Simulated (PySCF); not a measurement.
# C₄H₈OSi₂: a tour of settings, part 2 of 2

PySCF 2.14.0. Atoms count from 0.

### Step 6. J couplings: WP04/pcseg-1

What the job is given:

```
{"job": {"kind": "j", "xc": "WP04", "basis": "pcseg-1"}, "charge": 0, "multiplicity": 1}
Si     2.610114     0.943033    -0.107010
O      1.551940    -0.075368     0.576406
C      0.233121    -0.276895     0.413788
C     -0.445320    -1.204498     1.114150
C     -1.860724    -1.291130     0.817232
C     -2.346243    -0.452096    -0.110751
Si    -0.956353     0.626776    -0.764363
H      2.227356     2.335618     0.140478
H      3.813911     0.536280     0.600512
H      2.680707     0.728414    -1.554621
H      0.006798    -1.851227     1.850891
H     -2.464073    -2.016411     1.345470
H     -3.385276    -0.448121    -0.393935
H     -1.067383     2.049073    -0.437735
H     -0.602989     0.404543    -2.167114
```

Level: WP04/pcseg-1 indirect spin-spin coupling, non-relativistic, gas phase.

The program printed:

```text
coarse grid: 13640 points
cycle   1  E = -822.9861972008  dE =  9.109e-01  |g| = 9.050e-01  |ddm| = 4.302e+00
cycle   2  E = -822.6317417662  dE =  3.545e-01  |g| = 1.584e+00  |ddm| = 2.362e+00
cycle   3  E = -823.1521909055  dE = -5.204e-01  |g| = 2.162e-01  |ddm| = 1.751e+00
cycle   4  E = -823.1592783026  dE = -7.087e-03  |g| = 1.237e-01  |ddm| = 3.455e-01
cycle   5  E = -823.1630849820  dE = -3.807e-03  |g| = 4.684e-02  |ddm| = 1.745e-01
cycle   6  E = -823.1636738063  dE = -5.888e-04  |g| = 7.374e-03  |ddm| = 5.351e-02
cycle   7  E = -823.1636894224  dE = -1.562e-05  |g| = 1.631e-03  |ddm| = 1.153e-02
cycle   8  E = -823.1636899420  dE = -5.196e-07  |g| = 1.092e-03  |ddm| = 3.049e-03
final grid: 122872 points
cycle   9  E = -823.2337979307  dE = -2.435e-05  |g| = 7.316e-03  |ddm| = 2.706e-02
cycle  10  E = -823.2337717989  dE =  2.613e-05  |g| = 1.291e-02  |ddm| = 1.895e-02
cycle  11  E = -823.2338099350  dE = -3.814e-05  |g| = 2.204e-03  |ddm| = 1.348e-02
cycle  12  E = -823.2338112594  dE = -1.324e-06  |g| = 4.633e-04  |ddm| = 2.790e-03
cycle  13  E = -823.2338113096  dE = -5.013e-08  |g| = 1.440e-04  |ddm| = 5.478e-04
cycle  14  E = -823.2338113142  dE = -4.583e-09  |g| = 5.278e-05  |ddm| = 2.117e-04
cycle  15  E = -823.2338113149  dE = -7.392e-10  |g| = 2.433e-05  |ddm| = 9.312e-05
converged SCF energy = -823.2338113149

Indirect spin-spin couplings (Hz)
  i      j    bonds     total        FC       PSO       DSO        SD
  0 Si   1 O    1     -9.726    -5.346    -4.676     0.059     0.237
  0 Si   2 C    2     -0.504    -0.882     0.394     0.044    -0.059
  0 Si   3 C    3     -4.704    -4.233    -0.331     0.063    -0.202
  0 Si   4 C    4     -0.285    -0.304    -0.042     0.047     0.014
  0 Si   6 Si   3      1.457     1.499    -0.040     0.002    -0.004
  0 Si   7 H    1   -223.534  -223.664     1.054    -0.260    -0.664
  0 Si   8 H    1   -249.435  -249.633     1.161    -0.251    -0.713
  0 Si   9 H    1   -223.542  -223.671     1.053    -0.260    -0.664
  0 Si  10 H    4      0.576     0.564    -0.128     0.207    -0.067
  0 Si  11 H    5     -0.390    -0.481    -0.094     0.202    -0.016
  1 O    2 C    1      8.704     5.056     3.839    -0.191         -
  1 O    3 C    2     -7.550    -9.140     1.596    -0.006         -
  1 O    4 C    3     -2.763    -2.679    -0.117     0.032         -
  1 O    5 C    3     -1.201    -1.327     0.093     0.033         -
  1 O    6 Si   2      0.398     0.064    -0.116    -0.001     0.451
  1 O    7 H    2     -2.908    -3.048    -0.019     0.159         -
  1 O    8 H    2    -14.731   -14.738    -0.016     0.024         -
  1 O    9 H    2     -2.894    -3.034    -0.019     0.159         -
  1 O   10 H    3     -1.219    -1.571     0.416    -0.064         -
  1 O   11 H    4     -0.899    -0.972    -0.084     0.158         -
  1 O   12 H    4      0.590     0.564    -0.155     0.181         -
  1 O   13 H    3     -0.003     0.022    -0.065     0.040         -
  1 O   14 H    3     -0.003     0.022    -0.065     0.040         -
  2 C    3 C    1     95.894   104.947    -9.353     0.300         -
  2 C    4 C    2      1.495     1.313     0.140     0.042         -
  2 C    5 C    2     17.334    17.053     0.227     0.054         -
  2 C    6 Si   1    -78.393   -77.914     0.797    -0.150    -1.126
  2 C    7 H    3     -0.564    -0.466    -0.049    -0.049         -
  2 C    8 H    3      6.087     6.444     0.082    -0.440         -
  2 C    9 H    3     -0.554    -0.456    -0.049    -0.049         -
  2 C   10 H    2     -9.211    -7.649    -1.285    -0.277         -
  2 C   11 H    3      9.301     9.465     0.253    -0.417         -
  2 C   12 H    3     -0.111    -0.119     0.374    -0.366         -
  2 C   13 H    2      3.096     3.216    -0.084    -0.036         -
  2 C   14 H    2      3.094     3.214    -0.084    -0.036         -
  3 C    4 C    1     76.675    79.152    -2.730     0.253         -
  3 C    5 C    2     -6.225    -6.357     0.134    -0.002         -
  3 C    6 Si   2    -16.331   -16.573     0.281    -0.004    -0.036
  3 C    7 H    4      0.723     0.806     0.145    -0.228         -
  3 C    8 H    4     -0.557    -0.429     0.087    -0.216         -
  3 C    9 H    4      0.719     0.802     0.145    -0.228         -
  3 C   10 H    1    172.471   171.406     0.083     0.982         -
  3 C   11 H    2      1.950     2.436    -0.251    -0.235         -
  3 C   12 H    3     10.860    11.116     0.232    -0.488         -
  3 C   13 H    3      2.112     2.362     0.057    -0.306         -
  3 C   14 H    3      2.109     2.359     0.057    -0.306         -
  4 C    5 C    1     82.219    92.086   -10.074     0.207         -
  4 C    6 Si   2     -2.647    -2.717     0.089     0.001    -0.020
  4 C    7 H    5     -0.549    -0.444     0.073    -0.178         -
  4 C    8 H    5      0.214     0.330     0.104    -0.219         -
  4 C    9 H    5     -0.547    -0.442     0.073    -0.178         -
  4 C   10 H    2      0.315     0.828    -0.250    -0.263         -
  4 C   11 H    1    171.154   170.517    -0.224     0.861         -
  4 C   12 H    2     -8.036    -6.101    -1.503    -0.432         -
  4 C   13 H    3      4.306     4.592     0.038    -0.324         -
  4 C   14 H    3      4.307     4.593     0.038    -0.324         -
  5 C    6 Si   1    -84.095   -84.466     1.598    -0.105    -1.123
  5 C    7 H    5      0.408     0.531     0.031    -0.154         -
  5 C    8 H    5     -0.414    -0.280     0.115    -0.248         -
  5 C    9 H    5      0.406     0.530     0.031    -0.154         -
  5 C   10 H    3      8.244     8.447     0.307    -0.510         -
  5 C   11 H    2     -6.769    -5.058    -1.237    -0.474         -
  5 C   12 H    1    175.181   174.379    -0.029     0.831         -
  5 C   13 H    2      2.099     2.343    -0.025    -0.218         -
  5 C   14 H    2      2.095     2.338    -0.025    -0.219         -
  6 Si   8 H    4      0.287     0.144    -0.087     0.234    -0.004
  6 Si  10 H    3     -7.639    -7.916    -0.150     0.337     0.090
  6 Si  11 H    3    -11.791   -12.037    -0.200     0.341     0.105
  6 Si  12 H    2     -9.155    -9.154     0.077     0.223    -0.301
  6 Si  13 H    1   -229.592  -229.826     1.129    -0.283    -0.611
  6 Si  14 H    1   -229.599  -229.834     1.129    -0.283    -0.611
  7 H    8 H    2      7.685     9.539     0.551    -2.405         -
  7 H    9 H    2     12.612    14.055     0.472    -1.914         -
  7 H   10 H    5     -0.754    -0.302     0.518    -0.970         -
  7 H   11 H    6     -0.260     0.112     0.473    -0.844         -
  7 H   12 H    6     -0.600    -0.244     0.367    -0.723         -
  7 H   13 H    5      0.991     0.253    -0.420     1.158         -
  8 H    9 H    2      7.704     9.559     0.551    -2.406         -
  8 H   11 H    6     -0.275     0.079     0.445    -0.799         -
  8 H   12 H    6     -0.418     0.078     0.473    -0.968         -
  8 H   13 H    5     -0.510     0.180     0.340    -1.031         -
  8 H   14 H    5     -0.510     0.180     0.340    -1.029         -
  9 H   10 H    5     -0.753    -0.300     0.519    -0.972         -
  9 H   11 H    6     -0.261     0.111     0.473    -0.845         -
  9 H   12 H    6     -0.599    -0.243     0.367    -0.723         -
  9 H   14 H    5      0.982     0.243    -0.421     1.160         -
 10 H   11 H    3      3.060     3.024     0.371    -0.335         -
 10 H   12 H    4     -0.446     0.245     1.203    -1.895         -
 10 H   13 H    4     -0.440     0.310     0.776    -1.526         -
 10 H   14 H    4     -0.441     0.309     0.776    -1.526         -
 11 H   12 H    3      9.300     9.728     0.292    -0.720         -
 11 H   13 H    4     -1.163    -0.396     0.752    -1.519         -
 11 H   14 H    4     -1.165    -0.398     0.752    -1.519         -
 12 H   13 H    3     -0.607    -0.073     0.470    -1.003         -
 12 H   14 H    3     -0.605    -0.072     0.469    -1.003         -
 13 H   14 H    2      4.390     6.019     0.505    -2.134         -
```

Wall time 25 s (1 thread of Intel Xeon Platinum 8488C, shared host); peak memory 0.84 GiB.

The run ended normally, but its values are not to be used for the molecule: the state lies near a triplet instability (lowest triplet Hessian root 0.047 Eh), which can inflate the couplings, so they are set aside. Its HOMO lies at -7.12 eV, against -6.08 eV in step 2 (PBE0/pcSseg-1), a different level, so the two don't compare directly.

### Step 7. Comparing the runs: NMR shifts

Shifts (ppm) of some atoms, chosen among heavy atoms and hydrogens apart, means over like atoms, with basis size and wall time:

| run | C2 | C4 | H11 | H7 | Si0 | Si6 | O1 | functions | time |
| --- | --- | --- | --- | --- | --- | --- | --- | --- | --- |
| PBE0/pcSseg-1 | 174.0 | 158.5 | 7.25 | 5.02 | -38.3 | -68.0 | 107.3 | 173 | 26 s |
| PBE/3-21G | 146.2 | 130.4 | 6.94 | 5.57 | 14.4 | -35.2 | 85.1 | 87 | 13 s |
| BLYP/aug-cc-pVDZ | 165.2 | 144.3 | 7.60 | 5.34 | -41.1 | -73.0 | 112.4 | 241 | 44 s |

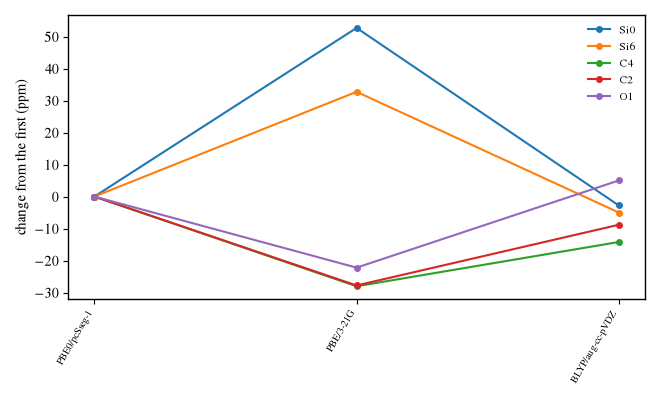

How five of the tabulated atoms move from run to run.

### Step 8. Results

This closing draws on all 2 parts.

| quantity | value |
| --- | --- |
| ¹³C shifts against TMS (PBE0/pcSseg-1) | 174.0, 158.5, 131.6, 116.6 ppm |
| ¹H shifts against TMS (PBE0/pcSseg-1, means over atoms taken as alike) | 7.25, 6.39, 5.38, 5.02, 4.58 ppm |
| ²⁹Si shifts against TMS (PBE0/pcSseg-1) | -38.3, -68.0 ppm |
| ¹⁷O shifts against H2O (PBE0/pcSseg-1) | 107.3 ppm |
| lowest singlet (PBE0/def2-SVPD) | 3.87 eV (320 nm), f = 0.091 |
| lowest triplet | 2.33 eV |
| range of the shift of Si0 | -41.1 to 14.4 ppm |
| property runs in this session | 5, of which 0 failed and 1 gave unsound results |

**Reading.** Single values in the summary come from the first sound run of each kind (PBE0/pcSseg-1; PBE0/def2-SVPD), which need not be the best level. At PBE0/pcSseg-1: The largest span, 274 ppm, is at O1, where the paramagnetic term is -167 ppm. The lowest singlet, at 3.87 eV, is HOMO→LUMO 0.98 and is bright. The lowest triplet lies 1.54 eV below the lowest singlet (triplets in Tamm-Dancoff, singlets in full TDDFT). In ppm, Si0 moves most: its shift spreads over 55.5 ppm, from -41.1 (BLYP/aug-cc-pVDZ) to 14.4 (PBE/3-21G).
